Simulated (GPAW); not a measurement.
**KZnF3 (Pm-3m): G0W0 on several meshes in GPAW**

Wanted: mesh dependence and cost of G0W0 for KZnF3 (Pm-3m).

Program: GPAW 26.7.0. Level of theory: PBE and many-body steps on it, plane waves. Results are calculated unless marked as measured.

## Step 1: The starting structure

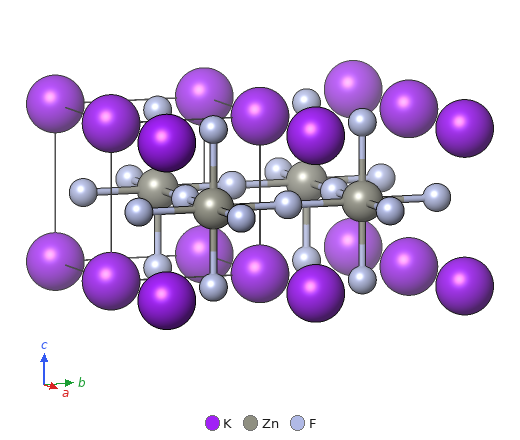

The starting structure, seen slightly off an axis (potassium purple, zinc grey, fluorine light blue). 2×2×1 cells are drawn. Some periodic images of atoms are drawn too.

As a file:

```xyz
5
Lattice="4.0500 0.0000 0.0000 0.0000 4.0500 0.0000 0.0000 0.0000 4.0500" Properties=species:S:1:pos:R:3 pbc="T T T"
K     0.0000    0.0000    0.0000
Zn    2.0250    2.0250    2.0250
F     2.0250    2.0250    0.0000
F     0.0000    2.0250    2.0250
F     2.0250    0.0000    2.0250
```

The cell and positions come from the Crystallography Open Database and are kept as given unless a step says otherwise.

## Step 2: Empty states on the mesh, 4×4×4 mesh, 315 bands

This step: GPAW 26.7.0; DFT, PBE, plane waves, PAW.

The sums over transitions need many empty states on a uniform mesh; this step solves for them.

Contents of run.py:

```python
import json
import numpy as np
from gpaw.mpi import world
from gpaw import GPAW

calc = GPAW('gs.gpw').fixed_density(kpts={'size': (4, 4, 4), 'gamma': True},
    parallel={'domain': 1, 'band': 1},
    txt='nscf.txt')
calc.diagonalize_full_hamiltonian(nbands=315)
calc.write('full.gpw', mode='all')
res = {}
kpts = calc.get_ibz_k_points()
res['kpts'] = kpts
res['eigenvalues'] = [calc.get_eigenvalues(kpt=k) for k in range(len(kpts))]
res['n_electrons'] = calc.get_number_of_electrons()

if world.rank == 0:
    with open('result.json', 'w') as f:
        json.dump(res, f, default=lambda x: x.tolist())
```

Started as:

```console
$ mpirun -n 4 gpaw python run.py
```

Numbers of over 12 decimals in the logs are rounded to 6 here.

The program printed:

```text
Diagonalizing LCAO Hamiltonian
Converting LCAO to pw mode
convergence criteria:
- Maximum integral of absolute [eigenst]ate change: 4e-08 eV^2 / valence electron
maximum number of iterations: 100

SCF iterations
|iter     |     time |      energy | eigst |  dens |
|iter:   1|  |             | +0.72 |       |
|iter:   2|  |             | +0.93 |       |
|iter:   3|  |             | +0.69 |       |
[...]
|iter:  21|  |             | -7.12 |       |
|iter:  22|  |             | -7.30 |       |
|iter:  23|  |             | -7.55c|       |
SCF steps: 23
  __  _  _
 | _ |_)|_||  |
 |__||  | ||/\| - 26.7.0

Input parameters:
  mode=PW(ecut=600.0),
  convergence={'density': 1e-06, 'bands': -3},
  gpts=array([24, 24, 24]),
  kpts=MonkhorstPack(size=(4, 4, 4), gamma=True),
  maxiter=100,
  nbands=29,
  occupations=Occupations(name='fermi-dirac', width=0.001, fixmagmom=False),
  parallel={'domain': 1, 'band': 1},
  xc=XC(name='PBE')
Matrix size: 2208x2208
# Writing to full.gpw (mode='all')
  [... matrices ...]

timing:  # [seconds]
  Total: 54.182  # ━━━━━━━━━━━━━━━━━━━━━━━━━━━━━━━━━━━━━━━━━━━━━━━━━━━━━━━━━━
```

Run time: 70 s. Hardware: 4 MPI ranks of Arm Neoverse N1, shared host; peak memory 2.3 GiB; 4.6 min of CPU time.

This step gave:

```yaml
gap: 3.811 eV
k_of_the_valence_top: 0.5, 0.5, 0.5
k_of_the_conduction_bottom: 0, 0, 0
least_direct_gap: 5.670 eV
k_points_computed: 10
lowest_point_of_the_top_converged_band_above_the_valence_top: 150.4144 eV
```

On this mesh the gap is 3.811 eV.

## Step 3: 4×4×4

G0W0 replaces the xc potential by the self-energy, built once from these orbitals. Only a window of levels is corrected, while the sums run over the empty bands that the input names.

This step: G0W0 on PBE, plane waves, PAW.

Contents of run.py:

```python
import json
import numpy as np
from gpaw.mpi import world
from gpaw.response.g0w0 import G0W0

gw = G0W0('full.gpw',
    filename='gw',
    kpts=[0, 9],
    bands=(19, 23),
    ecut=96,
    nbands=141,
    integrate_gamma='WS',
    ppa=True)
gw.calculate()
res = {mode: {k: v for k, v in r.items() if k != 'sigma_eskwn'}
       for mode, r in gw.all_results.items()}

if world.rank == 0:
    with open('result.json', 'w') as f:
        json.dump(res, f, default=lambda x: x.tolist())
```

Started as:

```console
$ mpirun -n 4 gpaw python run.py
```

The program printed:

```text
Using integrator: PointIntegrator
FrequencyGridDescriptor(from 0.000+0.000j to 0.000+27.211j eV, 2 points)
Nonperiodic BCs:  [False False False]
Using integrator: PointIntegrator
FrequencyGridDescriptor(from 0.000+0.000j to 0.000+27.211j eV, 2 points)
Nonperiodic BCs:  [False False False]
  ___  _ _ _
 |   || | | |
 | | || | | |
 |__ ||_____|
 |___|

BZ k-points: Symmetries present (total): 48

  [... matrices ...]
64 k-points: 4 x 4 x 4 Monkhorst-Pack grid + [1/8,1/8,1/8]
10 k-points in the irreducible part of the Brillouin zone
       k-points in crystal coordinates                weights
   0:     0.00000000    0.00000000    0.00000000          1/64
   1:     0.25000000    0.00000000    0.00000000          6/64
   2:     0.25000000    0.25000000    0.00000000         12/64
   3:     0.25000000    0.25000000    0.25000000          8/64
   4:     0.50000000    0.00000000    0.00000000          3/64
   5:     0.50000000    0.25000000    0.00000000         12/64
   6:     0.50000000    0.25000000    0.25000000         12/64
   7:     0.50000000    0.50000000    0.00000000          3/64
   8:     0.50000000    0.50000000    0.25000000          6/64
   9:     0.50000000    0.50000000    0.50000000          1/64

Distributing spins, k-points and bands (1 x 2 x 4) over 4 processes
Number of blocks: 1

Quasi particle states:
k-points (IBZ indices): [0, 9]
Band range: (19, 23)
  [... matrices ...]
Computational parameters:
Plane wave cut-off: 96 eV
Number of bands: 141
Coulomb cutoff: None
Broadening: 0.1 eV

fxc modes: GW
Kernel: RPA
Using Godby-Needs plasmon-pole approximation:
  Fitting energy: i*E0, E0 = 1.000 Hartree
Summing all q:

Calculating screened Coulomb potential
No Coulomb truncation
FrequencyGridDescriptor(from 0.000+0.000j to 0.000+27.211j eV, 2 points)
Removing empty qpoint cache files...

Calculating chi0 body with:
    Ground state adapter containing:
    Number of spins: 1
    Number of kpoints: 64
    Number of irreducible kpoints: 10
    Number of completely occupied states: 21
    Number of partially occupied states: 21
    Occupied states memory: 4.4296875 M / cpu

    Linear response parametrization:
    q_c: [0.0, 0.0, 0.0]
    Number of frequency points: 2
    Planewave cutoff: 96.0
    Number of bands: 141
    Number of planewaves: 147
    Broadening (eta): 1e-06
    comm.size: 4
    kncomm.size: 4
    blockcomm.size: 1

    Memory estimate of potentially large arrays:
        chi0_wGG: 0.659454 M / cpu
Integrating chi0 body.

Symmetries of q_c:
    Direct symmetries (Uq -> q): 48
    Indirect symmetries (TUq -> q): 0
In total 48 allowed symmetries.

  [... matrices ...]
10 groups of equivalent kpoints. 84.375% reduction.

Integral kind: response function
Integrating chi0 head and wings.

Symmetries of q_c:
    Direct symmetries (Uq -> q): 48
    Indirect symmetries (TUq -> q): 0
In total 48 allowed symmetries.

  [... matrices ...]
10 groups of equivalent kpoints. 84.375% reduction.

Integral kind: response function wings

Calculating chi0 body with:
    Ground state adapter containing:
    Number of spins: 1
    Number of kpoints: 64
    Number of irreducible kpoints: 10
    Number of completely occupied states: 21
    Number of partially occupied states: 21
    Occupied states memory: 4.4296875 M / cpu

    Linear response parametrization:
[... the further q-points ...]

Results:
f:      Occupation numbers
eps:     KS-eigenvalues [eV]
vxc:     KS vxc [eV]
exx:     Exact exchange [eV]
sigma:   Self-energies [eV]
dsigma:  Self-energy derivatives
Z:       Renormalization factors
qp:      QP-energies [eV]

k-point 0 (0): (0.000, 0.000, 0.000)                GW
band       f     eps     vxc     exx   sigma  dsigma       Z      qp
                                                                   GW
  19   1.000  -0.061 -23.825 -31.388   5.260  -0.251   0.800  -1.902
  20   1.000  -0.061 -23.825 -31.388   5.260  -0.251   0.800  -1.902
  21   0.000   5.610 -14.336  -9.331  -3.248  -0.143   0.875   7.147
  22   0.000  10.491 -10.366  -4.985  -3.195  -0.120   0.893  12.442

k-point 1 (9): (0.500, 0.500, 0.500)                GW
band       f     eps     vxc     exx   sigma  dsigma       Z      qp
                                                                   GW
  19   1.000   1.799 -34.380 -43.018   5.763  -0.232   0.812  -0.535
  20   1.000   1.799 -34.380 -43.018   5.763  -0.232   0.812  -0.535
  21   0.000  10.223 -11.960  -6.466  -3.383  -0.134   0.882  12.086
  22   0.000  10.223 -11.960  -6.466  -3.383  -0.134   0.882  12.086
```

It took 100 s on 4 MPI ranks; peak memory 1.6 GiB; 6.7 min of CPU time.

This step gave:

```
G0W0 gap on the points computed              : 7.682 eV
least direct G0W0 gap on the computed points : 9.049 eV
Z at the valence top                         : 0.8117
Z at the conduction bottom                   : 0.8747
starting gap on the mesh                     : 3.811 eV
k of the valence top                         : 0.5, 0.5, 0.5
k of the conduction bottom                   : 0, 0, 0
```

The gap on the mesh goes from 3.81 eV to 7.68 eV, a correction of +3.87 eV.

## Step 4: Empty states on the mesh, 2×2×2 mesh, 151 bands

This step: DFT, PBE, plane waves, PAW.

Contents of run.py:

```python
import json
import numpy as np
from gpaw.mpi import world
from gpaw import GPAW

calc = GPAW('gs.gpw').fixed_density(kpts={'size': (2, 2, 2), 'gamma': True},
    nbands=176,
    convergence={'bands': 151},
    txt='nscf.txt')
calc.write('full.gpw', mode='all')
res = {}
kpts = calc.get_ibz_k_points()
res['kpts'] = kpts
res['eigenvalues'] = [calc.get_eigenvalues(kpt=k) for k in range(len(kpts))]
res['n_electrons'] = calc.get_number_of_electrons()

if world.rank == 0:
    with open('result.json', 'w') as f:
        json.dump(res, f, default=lambda x: x.tolist())
```

Started as:

```console
$ mpirun -n 4 gpaw python run.py
```

The program printed:

```text
Diagonalizing LCAO Hamiltonian
Converting LCAO to pw mode
convergence criteria:
- Maximum integral of absolute [eigenst]ate change: 4e-08 eV^2 / valence electron
maximum number of iterations: 100

SCF iterations
|iter     |     time |      energy | eigst |  dens |
|iter:   1|  |             | +4.39 |       |
|iter:   2|  |             | +3.15 |       |
|iter:   3|  |             | +1.99 |       |
[...]
|iter:  12|  |             | -6.15 |       |
|iter:  13|  |             | -7.08 |       |
|iter:  14|  |             | -7.52c|       |
SCF steps: 14
  __  _  _
 | _ |_)|_||  |
 |__||  | ||/\| - 26.7.0

Input parameters:
  mode=PW(ecut=600.0),
  convergence={'bands': 151},
  gpts=array([24, 24, 24]),
  kpts=MonkhorstPack(size=(2, 2, 2), gamma=True),
  maxiter=100,
  nbands=176,
  occupations=Occupations(name='fermi-dirac', width=0.001, fixmagmom=False),
  parallel={},
  xc=XC(name='PBE')
# Writing to full.gpw (mode='all')
  [... matrices ...]

timing:  # [seconds]
  Total: 0.063  # ━━━━━━━━━━━━━━━━━━━━━━━━━━━━━━━━━━━━━━━━━━━━━━━━━━━━━━━━━━━
```

Wall time 24 s (4 MPI ranks); peak memory 0.82 GiB; 97 s of CPU time.

Numbers from this step:

```yaml
gap: 3.811 eV
k_of_the_valence_top: 0.5, 0.5, 0.5
k_of_the_conduction_bottom: 0, 0, 0
least_direct_gap: 5.670 eV
k_points_computed: 4
lowest_point_of_the_top_converged_band_above_the_valence_top: 83.8815 eV
```

On this mesh the gap is 3.811 eV.

## Step 5: 2×2×2

This step: G0W0 on PBE, plane waves, PAW.

Contents of run.py:

```python
import json
import numpy as np
from gpaw.mpi import world
from gpaw.response.g0w0 import G0W0

gw = G0W0('full.gpw',
    filename='gw',
    kpts=[0, 3],
    bands=(19, 23),
    ecut=96,
    nbands=141,
    integrate_gamma='WS',
    ppa=True)
gw.calculate()
res = {mode: {k: v for k, v in r.items() if k != 'sigma_eskwn'}
       for mode, r in gw.all_results.items()}

if world.rank == 0:
    with open('result.json', 'w') as f:
        json.dump(res, f, default=lambda x: x.tolist())
```

Started as:

```console
$ mpirun -n 4 gpaw python run.py
```

The program printed:

```text
Using integrator: PointIntegrator
FrequencyGridDescriptor(from 0.000+0.000j to 0.000+27.211j eV, 2 points)
Nonperiodic BCs:  [False False False]
Using integrator: PointIntegrator
FrequencyGridDescriptor(from 0.000+0.000j to 0.000+27.211j eV, 2 points)
Nonperiodic BCs:  [False False False]
  ___  _ _ _
 |   || | | |
 | | || | | |
 |__ ||_____|
 |___|

BZ k-points: Symmetries present (total): 48

  [... matrices ...]
8 k-points: 2 x 2 x 2 Monkhorst-Pack grid + [1/4,1/4,1/4]
4 k-points in the irreducible part of the Brillouin zone
       k-points in crystal coordinates                weights
   0:     0.00000000    0.00000000    0.00000000          1/8
   1:     0.50000000    0.00000000    0.00000000          3/8
   2:     0.50000000    0.50000000    0.00000000          3/8
   3:     0.50000000    0.50000000    0.50000000          1/8

Distributing spins, k-points and bands (1 x 2 x 4) over 4 processes
Number of blocks: 1

Quasi particle states:
k-points (IBZ indices): [0, 3]
Band range: (19, 23)
  [... matrices ...]
Computational parameters:
Plane wave cut-off: 96 eV
Number of bands: 141
Coulomb cutoff: None
Broadening: 0.1 eV

fxc modes: GW
Kernel: RPA
Using Godby-Needs plasmon-pole approximation:
  Fitting energy: i*E0, E0 = 1.000 Hartree
Summing all q:

Calculating screened Coulomb potential
No Coulomb truncation
FrequencyGridDescriptor(from 0.000+0.000j to 0.000+27.211j eV, 2 points)
Removing empty qpoint cache files...

Calculating chi0 body with:
    Ground state adapter containing:
    Number of spins: 1
    Number of kpoints: 8
    Number of irreducible kpoints: 4
    Number of completely occupied states: 21
    Number of partially occupied states: 21
    Occupied states memory: 4.4296875 M / cpu

    Linear response parametrization:
    q_c: [0.0, 0.0, 0.0]
    Number of frequency points: 2
    Planewave cutoff: 96.0
    Number of bands: 141
    Number of planewaves: 147
    Broadening (eta): 1e-06
    comm.size: 4
    kncomm.size: 4
    blockcomm.size: 1

    Memory estimate of potentially large arrays:
        chi0_wGG: 0.659454 M / cpu
Integrating chi0 body.

Symmetries of q_c:
    Direct symmetries (Uq -> q): 48
    Indirect symmetries (TUq -> q): 0
In total 48 allowed symmetries.

  [... matrices ...]
4 groups of equivalent kpoints. 50.0% reduction.

Integral kind: response function
Integrating chi0 head and wings.

Symmetries of q_c:
    Direct symmetries (Uq -> q): 48
    Indirect symmetries (TUq -> q): 0
In total 48 allowed symmetries.

  [... matrices ...]
4 groups of equivalent kpoints. 50.0% reduction.

Integral kind: response function wings

Calculating chi0 body with:
    Ground state adapter containing:
    Number of spins: 1
    Number of kpoints: 8
    Number of irreducible kpoints: 4
    Number of completely occupied states: 21
    Number of partially occupied states: 21
    Occupied states memory: 4.4296875 M / cpu

    Linear response parametrization:
[... the further q-points ...]

Results:
f:      Occupation numbers
eps:     KS-eigenvalues [eV]
vxc:     KS vxc [eV]
exx:     Exact exchange [eV]
sigma:   Self-energies [eV]
dsigma:  Self-energy derivatives
Z:       Renormalization factors
qp:      QP-energies [eV]

k-point 0 (0): (0.000, 0.000, 0.000)                GW
band       f     eps     vxc     exx   sigma  dsigma       Z      qp
                                                                   GW
  19   1.000  -0.061 -23.825 -31.428   5.261  -0.246   0.803  -1.941
  20   1.000  -0.061 -23.825 -31.428   5.262  -0.246   0.803  -1.940
  21   0.000   5.610 -14.336  -9.276  -3.297  -0.146   0.873   7.148
[...]
k-point 1 (3): (0.500, 0.500, 0.500)                GW
band       f     eps     vxc     exx   sigma  dsigma       Z      qp
                                                                   GW
[...]
21   0.000  10.223 -11.960  -6.438  -3.416  -0.139   0.878  12.072
  22   0.000  10.223 -11.960  -6.438  -3.418  -0.139   0.878  12.071
```

It took 18 s on 4 MPI ranks; peak memory 1.4 GiB; 72 s of CPU time.

This step gave:

```
G0W0 gap on the points computed              : 7.665 eV
least direct G0W0 gap on the computed points : 9.088 eV
Z at the valence top                         : 0.8115
Z at the conduction bottom                   : 0.8727
starting gap on the mesh                     : 3.811 eV
k of the valence top                         : 0.5, 0.5, 0.5
k of the conduction bottom                   : 0, 0, 0
```

Against G0W0 in GPAW (4×4×4 mesh, 141 bands, screening to 96 eV, Godby-Needs plasmon pole), the gap moves by −0.017 eV.

## Step 6: The runs together

Times are wall times on 4 MPI ranks of Arm Neoverse N1, shared host, good to a factor of about two.

```tsv
run	mesh	bands	screening cutoff (eV)	DFT gap (eV)	gap on the mesh (eV)	direct (eV)	time
4×4×4	4×4×4	141	96	3.811	7.682	9.049	100 s
2×2×2	2×2×2	141	96	3.811	7.665	9.088	18 s
```

## Step 7: Summary of results

```
4×4×4        : 7.682 eV
2×2×2        : 7.665 eV
known limits : not at the basis limit; d shell near the gap, gap tends to lie low; coarse k mesh
```

**Reading.** 2×2×2: −0.017 eV against 4×4×4. Bands and cutoff are finite, so the gap is not at the basis limit. The miss can reach some tenths of an eV and take either sign; the mesh is an error of its own. These stock PAW sets were not made for GW. In the G0W0 runs levels were corrected at 2 k points alone, so a gap called «on the mesh» is the least over those, and an edge elsewhere would be missed. The 4×4×4 mesh is coarse for this cell, which bears on the long-range parts of exchange and screening. Mesh or cutoff lie under what a gap needs, so these runs test behaviour and cost; their gaps are not to be quoted. This is the ideal cubic cell; many perovskites, halides above all, are cubic only on average, and local tilts or off-centring can widen the gap. A d shell, filled or nearly so, lies near the gap. One-shot GW converges very slowly in bands there, not always from below, and on a semilocal start the gap tends to come out low; starts rich in exact exchange can overshoot instead.

[Paths, hosts, dates, memory and timing lines, banners, echoed tables and standing remarks are left out of the program output.]

[Logs are printed without paths, hosts, clocks, repeated set-up lines and the standing remarks that a program may print on its own settings, such as how far it seeks lower states.]

[Runs of the session that timed out or met a known fault of the program may be left out.]

[Hosts, paths, dates, database ids (printed as entryN), source tags and the programs' standing remarks are cut or masked in the printed files.]
